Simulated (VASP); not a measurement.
Band structure of Al$_{4}$P$_{3}$Sb (ordered alloy cell). Level of theory: PBE GGA, VASP's PBE PAW potentials (set 64) (plane waves; VASP).

Unless said otherwise, spin-orbit coupling is left out, though it shifts the bands of the heavy elements here.

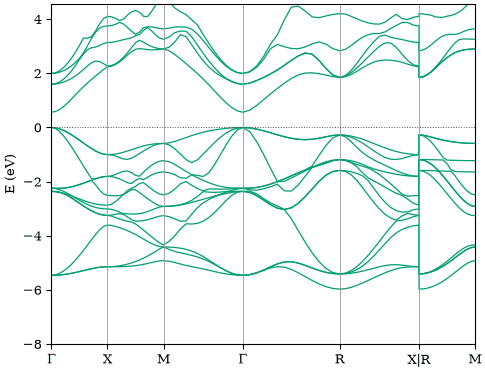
Fig. 1. Bands along high-symmetry lines, zero at the valence-band maximum or, without a gap, the Fermi level

**Question.** Read the plot: is there a gap, and where are the band edges?

**Answer.** The gap is direct, 0.56 eV, from the valence maximum at Γ to the conduction minimum at Γ. (Edges off the drawn lines would not show.)

The structure was generated: Al4P3Sb was put into an ordered model structure (P-43m), which need not be its known phase. It was relaxed first.
